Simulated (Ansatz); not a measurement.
# CH2GeO: what the fields show

The calculation's input:

```
crystal:
  periodic: [false, false, false]
  atoms:
    - {symbol: C, position_ang: [-1.035443, -1.415774, 0.922510]}
    - {symbol: Ge, position_ang: [0.920232, -1.247469, 0.937622]}
    - {symbol: O, position_ang: [-0.317333, -1.618462, -0.324058]}
    - {symbol: H, position_ang: [-1.676420, -0.534995, 0.912845]}
    - {symbol: H, position_ang: [-1.525979, -2.316673, 1.289209]}
basis:
  gaussian: {orbitals: def2-TZVPD}
hamiltonian: {xc: {name: PBE0}}
output: {forces: true, orbitals: {seedname: orbitals}}
```

Run with:

```sh
ansatz run input.yaml --threads 2 --pin off --max-ram 4350MiB --events-out events.jsonl --progress --plain --runs-dir runs
```

Geometry: r2SCAN-D4/def2-TZVP.

These are results of Ansatz 0.2.0, isolated molecule in a Gaussian basis; Kohn-Sham density functional theory, functional PBE0, not measurements.

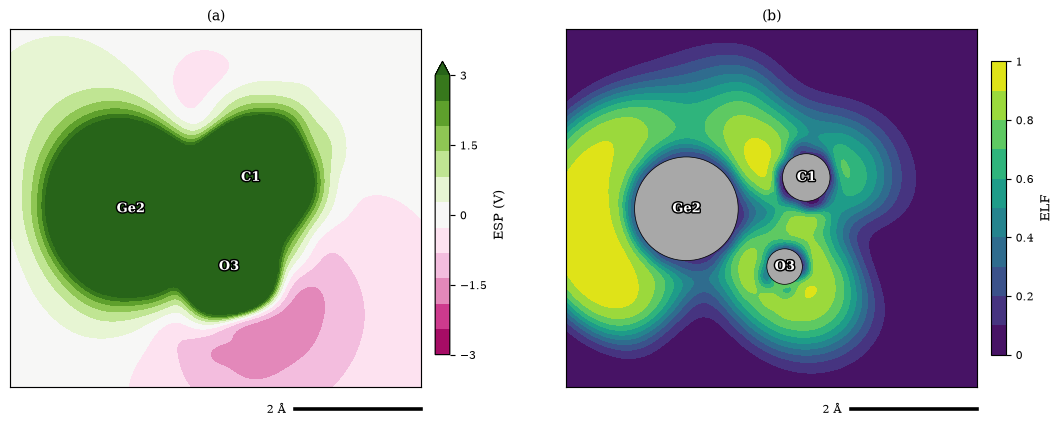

Figure 1. (a) electrostatic potential; (b) electron localisation function on the plane of atoms Ge2, C1 and O3. Grey discs cover the atomic cores in the ELF map.

What do the fields say about this system?

Answer.
- The plane passes through C, Ge and O nuclei.
- C–O (1.45 Å): the ELF peaks at about 0.85 between the atoms, as expected for a shared but strongly polarised pair.
- Ge–O (1.81 Å): the ELF peaks at about 0.80 in the valence shell of O, 0.5 Å from its nucleus, and is about 0.30 at the midpoint.
- C–Ge (1.96 Å): the ELF peaks at about 0.80 in the valence shell of C, 0.6 Å from its nucleus, and is about 0.45 at the midpoint.
- The ELF also peaks beside O3, away from the bonds: lone-pair regions.
- Outside the dense part of the molecule the potential is most negative (−1.9 V) near O3.

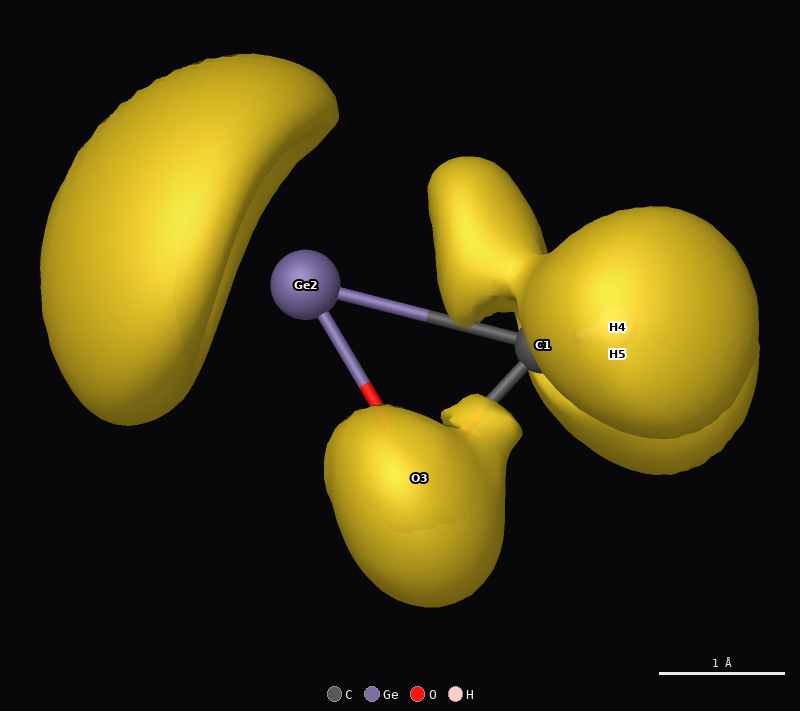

Figure 2. Isosurface of the electron localisation function at 0.75 (yellow), seen from one side. Core shells and regions of very low density are left out.

Where are the electrons localised?

Answer. The ELF exceeds this value in one region on O in which the atom's valence shell and bonds are merged, one lobe on Ge, pointing away from the bonds (lone pairs) and one joined region spread over several atoms (C, H), in which their bonds and any lone pairs are merged.

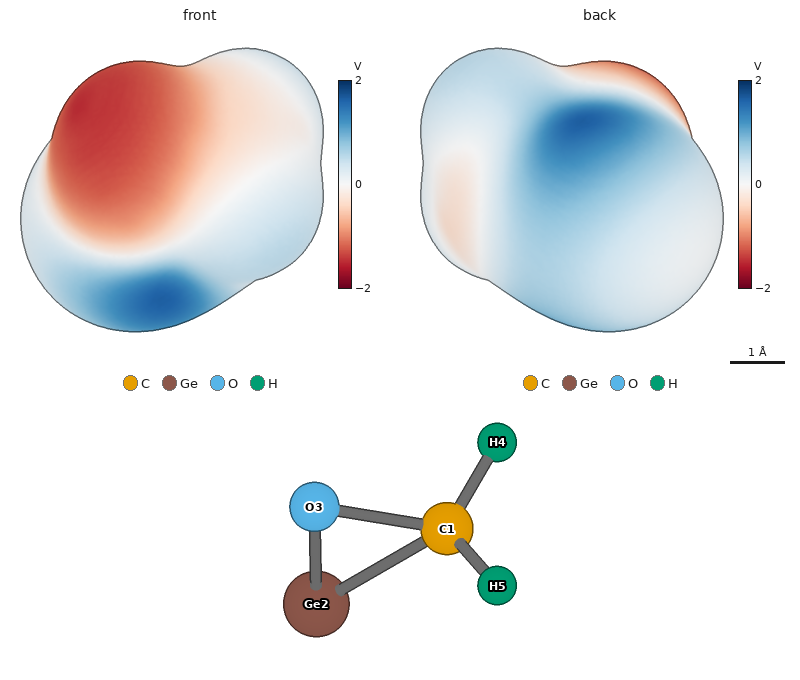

Figure 3. The electrostatic potential painted on the density surface at 0.001 e/bohr³, seen from the front and from behind; red is negative and blue positive. The bare structure is drawn below in the same view.

Describe the electrostatic potential map.

Answer. The most negative region (about −1.4 V) lies over O3, the most positive (about +1.6 V) over Ge2. O3 is the likeliest acceptor of a hydrogen bond.

How polar is the molecule by this calculation?

Answer. Its dipole moment is 1.92 D.

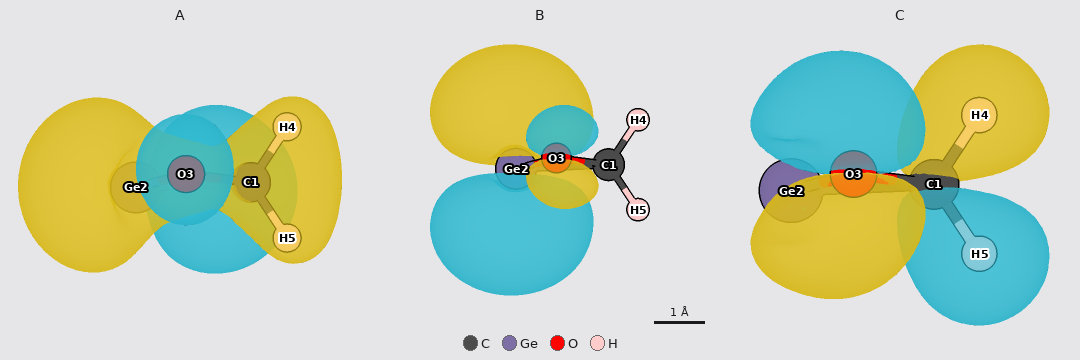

Figure 4. Three frontier orbitals at ±0.08 Å⁻³ᐟ² (yellow and cyan are the two phases), in no order.

Order the three orbitals by energy and name them.

Answer. C is the HOMO−1 (−8.28 eV). By Hirshfeld shares it lies mainly on O3 (about 60 %), C1 (about 15 %), Ge2 (about 10 %), H4 (about 10 %) and H5 (about 10 %). A is the HOMO (−6.73 eV). Its weight (Hirshfeld) is mainly on Ge2 (about 40 %), C1 (about 35 %) and O3 (about 15 %). B is the LUMO (−2.40 eV). By Hirshfeld shares it lies mainly on Ge2 (about 85 %) and O3 (about 10 %).

What is the HOMO–LUMO gap?

Answer. 4.33 eV between the orbital energies.
